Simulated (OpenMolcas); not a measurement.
# AlH₂O₂: excited-state calculation (part 2 of 3)

Continued. System: AlH₂O₂, multiplicity 2, SMILES [OH][Al][OH]. Method: NEVPT2/ANO-RCC-VDZP, DKH2 (OpenMolcas 26.06). The geometry comes from this level: PBE0-D4/def2-TZVP.

Geometry of the input (Å):
```
O  -1.5735  -0.3246  -0.2375
Al 0.0185  -0.8251  0.0650
O  1.2494  0.3483  0.1600
H  -1.8097  0.5958  -0.3592
H  2.1651  0.1318  0.3304
```

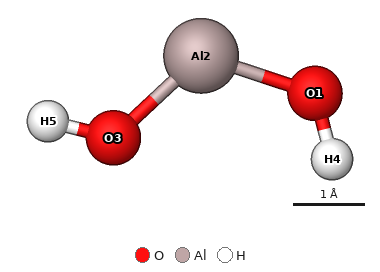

Fig. 1: The structure as given in the input (ball-and-stick view, seen on its broad side; atoms are numbered from 1 in the order of the input). Sticks mark near contacts.

The program's output, continued
```
      Mulliken population analysis for root number:  1
      -----------------------------------------------

++    Molecular charges:
      ------------------

      Mulliken charges per centre
      ---------------------------

                O1      AL2     O3      H4      H5
      Total    8.6286 11.8821  8.5913  0.9603  0.9377

      N-E     -0.6286  1.1179 -0.5913  0.0397  0.0623

      Total electronic charge=   31.000000

      Total            charge=   -0.000000
--

      Expectation values of various properties for root number:  1
      -----------------------------------------------------------

++    Molecular properties:
      ---------------------

      Charge (e):
                      =   -0.0000
      Dipole Moment (debye):
      Origin of the operator (angstrom)=   -0.0709   -0.3468    0.0080
                   X=  1.2075E+00               Y= -9.4147E-01               Z=  2.8097E-01           Total=  1.5567E+00
      Quadrupole Moment (debye*angstrom):
      Origin of the operator (angstrom)=   -0.0709   -0.3468    0.0080
                  XX= -2.4315E+01              XY= -3.1503E+00              XZ=  3.1793E-01              YY= -2.3247E+01
                  YZ= -6.1814E-01              ZZ= -2.4323E+01
      In traceless form (debye*angstrom)
                  XX= -5.2989E-01              XY= -4.7255E+00              XZ=  4.7690E-01              YY=  1.0716E+00
                  YZ= -9.2721E-01              ZZ= -5.4170E-01
--

      Mulliken spin population analysis for root number:  1
      ---------------------------------------------------

++    Molecular charges:
      ------------------

      Mulliken spin population per centre
      ---------------------------

                O1      AL2     O3      H4      H5
      Total    0.0046  0.8832  0.0616  0.0249  0.0256

      Total electronic spin=    1.000000
--

      LoProp population analysis for root number:  1
      -----------------------------------------------

++    LoProp analysis:
      ----------------

++    Static properties:
      ------------------

      LoProp Charges per center

                   O1       AL2      O3       H4       H5
      Nuclear      8.0000  13.0000   8.0000   1.0000   1.0000
      Electronic  -8.8286 -12.0752  -8.8040  -0.6694  -0.6228

      Total       -0.8286   0.9248  -0.8040   0.3306   0.3772
--

      Natural Bond Order analysis for root number:  1

++    Natural Bond Order analysis
      ---------------------------
      Based on LoProp computed density
      -------------------------------------------------------------------------------------
      Atom A       Atom B       Bond Order
      -------------------------------------------------------------------------------------
      NBO located      0.999 non-bonded electrons on atom O1
      NBO located      1.012 non-bonded electrons on atom O1
      NBO located      0.925 non-bonded electrons on atom O1
      NBO located      0.991 non-bonded electrons on atom AL2
      NBO located      0.995 non-bonded electrons on atom AL2
      NBO located      0.998 non-bonded electrons on atom AL2
      NBO located      1.000 non-bonded electrons on atom AL2
      NBO located      0.999 non-bonded electrons on atom AL2
      NBO located      0.998 non-bonded electrons on atom O3
      NBO located      0.989 non-bonded electrons on atom O3
      NBO located      0.938 non-bonded electrons on atom O3
      The remaining    5.733 electrons are to be considered as diffuse
--

--

      Von Neumann Entropy (Root   2) =  1.04778

      Mulliken population analysis for root number:  2
      -----------------------------------------------

++    Molecular charges:
      ------------------

      Mulliken charges per centre
      ---------------------------

                O1      AL2     O3      H4      H5
      Total    8.6197 12.1238  8.3963  0.9435  0.9167

      N-E     -0.6197  0.8762 -0.3963  0.0565  0.0833

      Total electronic charge=   31.000000

      Total            charge=   -0.000000
--

      Expectation values of various properties for root number:  2
      -----------------------------------------------------------

++    Molecular properties:
      ---------------------

      Charge (e):
                      =   -0.0000
      Dipole Moment (debye):
      Origin of the operator (angstrom)=   -0.0709   -0.3468    0.0080
                   X=  2.7095E+00               Y= -3.4161E-01               Z=  4.7205E-01           Total=  2.7715E+00
      Quadrupole Moment (debye*angstrom):
      Origin of the operator (angstrom)=   -0.0709   -0.3468    0.0080
                  XX= -2.2496E+01              XY= -2.5979E+00              XZ=  1.2601E+00              YY= -2.1513E+01
                  YZ= -1.0661E+00              ZZ= -2.8424E+01
      In traceless form (debye*angstrom)
                  XX=  2.4724E+00              XY= -3.8969E+00              XZ=  1.8901E+00              YY=  3.9469E+00
                  YZ= -1.5991E+00              ZZ= -6.4193E+00
--

      Mulliken spin population analysis for root number:  2
      ---------------------------------------------------

++    Molecular charges:
      ------------------

      Mulliken spin population per centre
      ---------------------------

                O1      AL2     O3      H4      H5
      Total   -0.0052  0.9018  0.0981  0.0023  0.0029

      Total electronic spin=    1.000000
--

      LoProp population analysis for root number:  2
      -----------------------------------------------

++    LoProp analysis:
      ----------------

++    Static properties:
      ------------------

      LoProp Charges per center

                   O1       AL2      O3       H4       H5
      Nuclear      8.0000  13.0000   8.0000   1.0000   1.0000
      Electronic  -8.8516 -12.2719  -8.6002  -0.6595  -0.6168

      Total       -0.8516   0.7281  -0.6002   0.3405   0.3832
--

      Natural Bond Order analysis for root number:  2

++    Natural Bond Order analysis
      ---------------------------
      Based on LoProp computed density
      -------------------------------------------------------------------------------------
      Atom A       Atom B       Bond Order
      -------------------------------------------------------------------------------------
      NBO located      0.924 non-bonded electrons on atom O1
      NBO located      0.999 non-bonded electrons on atom O1
      NBO located      0.998 non-bonded electrons on atom O1
      NBO located      1.000 non-bonded electrons on atom AL2
      NBO located      0.999 non-bonded electrons on atom AL2
      NBO located      0.999 non-bonded electrons on atom AL2
      NBO located      0.996 non-bonded electrons on atom AL2
      NBO located      0.995 non-bonded electrons on atom AL2
      NBO located      0.999 non-bonded electrons on atom O3
      NBO located      0.918 non-bonded electrons on atom O3
      The remaining    6.688 electrons are to be considered as diffuse
--

--

      Von Neumann Entropy (Root   3) =  1.04319

      Mulliken population analysis for root number:  3
      -----------------------------------------------

++    Molecular charges:
      ------------------

      Mulliken charges per centre
      ---------------------------

                O1      AL2     O3      H4      H5
      Total    8.6241 12.5045  7.9532  0.9773  0.9409

      N-E     -0.6241  0.4955  0.0468  0.0227  0.0591

      Total electronic charge=   31.000000

      Total            charge=   -0.000000
--

      Expectation values of various properties for root number:  3
      -----------------------------------------------------------

++    Molecular properties:
      ---------------------

      Charge (e):
                      =   -0.0000
      Dipole Moment (debye):
      Origin of the operator (angstrom)=   -0.0709   -0.3468    0.0080
                   X=  4.3636E+00               Y=  4.8914E+00               Z=  2.7264E-01           Total=  6.5605E+00
      Quadrupole Moment (debye*angstrom):
      Origin of the operator (angstrom)=   -0.0709   -0.3468    0.0080
                  XX= -2.0980E+01              XY=  7.9979E-01              XZ=  8.2123E-01              YY= -2.7966E+01
                  YZ=  2.7133E-01              ZZ= -2.6279E+01
      In traceless form (debye*angstrom)
                  XX=  6.1421E+00              XY=  1.1997E+00              XZ=  1.2318E+00              YY= -4.3370E+00
                  YZ=  4.0699E-01              ZZ= -1.8051E+00
--

      Mulliken spin population analysis for root number:  3
      ---------------------------------------------------

++    Molecular charges:
      ------------------

      Mulliken spin population per centre
      ---------------------------

                O1      AL2     O3      H4      H5
      Total    0.0015  0.1917  0.7913  0.0006  0.0149

      Total electronic spin=    1.000000
--

      LoProp population analysis for root number:  3
      -----------------------------------------------

++    LoProp analysis:
      ----------------

++    Static properties:
      ------------------

      LoProp Charges per center

                   O1       AL2      O3       H4       H5
      Nuclear      8.0000  13.0000   8.0000   1.0000   1.0000
      Electronic  -8.8360 -12.6672  -8.1898  -0.6798  -0.6272

      Total       -0.8360   0.3328  -0.1898   0.3202   0.3728
--

      Natural Bond Order analysis for root number:  3

++    Natural Bond Order analysis
      ---------------------------
      Based on LoProp computed density
      -------------------------------------------------------------------------------------
      Atom A       Atom B       Bond Order
      -------------------------------------------------------------------------------------
      NBO located      0.999 non-bonded electrons on atom O1
      NBO located      1.008 non-bonded electrons on atom O1
      NBO located      0.922 non-bonded electrons on atom O1
      NBO located      0.985 non-bonded electrons on atom AL2
      NBO located      0.995 non-bonded electrons on atom AL2
      NBO located      0.997 non-bonded electrons on atom AL2
      NBO located      1.000 non-bonded electrons on atom AL2
      NBO located      0.999 non-bonded electrons on atom AL2
      NBO located      0.998 non-bonded electrons on atom O3
      NBO located      0.946 non-bonded electrons on atom O3
      The remaining    6.481 electrons are to be considered as diffuse
--

--

      Average orbitals are written to the RASORB file
      Natural orbitals for root   1 are written to the RASORB.1 file
      Natural orbitals for root   2 are written to the RASORB.2 file
      Natural orbitals for root   3 are written to the RASORB.3 file
      Spin density orbitals for root   1 are written to the SPDORB.1 file
      Spin density orbitals for root   2 are written to the SPDORB.2 file
      Spin density orbitals for root   3 are written to the SPDORB.3 file

--- Stop Module: rasscf /rc=_RC_ALL_IS_WELL_ ---
           step3.RasOrb.3 step3.rasscf.h5 step3.SpdOrb.1 step3.SpdOrb.2 step3.SpdOrb.3 xmldump
--- Module rasscf spent 2 seconds ---

--- Start Module: caspt2 ---

                                              &CASPT2

                       available to each process: 1.9 GB of memory, 1 thread

++    Wave function specifications:
      -----------------------------

      Number of closed shell electrons          18
      Number of electrons in active shells       5
      Max number of holes in RAS1 space          0
      Max number of electrons in RAS3 space      0
      Number of inactive orbitals                9
      Number of active orbitals                  4
      Number of secondary orbitals              39
      Spin quantum number                      0.5
      State symmetry                             1
      Number of CSFs                            20
      Number of CASSCF root(s) available         3
      NEVPT2 state passed to geometry opt.       3
      A file JOBMIX will be created
      This is a MULTI-STATE CASSCF reference
      Number of CI roots used                    3
      These are:                                 1   2   3
      Off-diagonal elements of Heff are computed
--

++    Orbital specifications:
      -----------------------

      Symmetry species                           1
                                                 a
      Frozen orbitals                            4
      Inactive orbitals                          9
      Active orbitals                            4
      Secondary orbitals                        39
      Deleted orbitals                           0
      Number of basis functions                 56
--

++    NEVPT2 specifications:
      ----------------------

      Type of calculation                        QD-NEVPT2
      Internal contraction for energies          partially and strongly contracted
                                                 (PC-NEVPT2 and SC-NEVPT2)
      Denominator threshold for SC-NEVPT2        1.00E-09
      Fock operator                              state-specific
      0th-order Hamiltonian                      DYALL
      IPEA shift                                 0.00
      Real shift                                 0.00
      Imaginary shift                            0.00
      The input orbitals will be transformed to quasi-canonical
--

--------------------------------------------------------------------------------
 Estimated memory requirements:
  POLY3 :                   250840
  RHS:                      311578
  SIGMA :                   362320
  PRPCTL:                        0
 Available workspace:    232487644

++ NEVPT2 computation for group   1

********************************************************************************
 Multi-State initialization phase begins for group   1
--------------------------------------------------------------------------------
********************************************************************************
 Compute H0 matrices for state    1
```
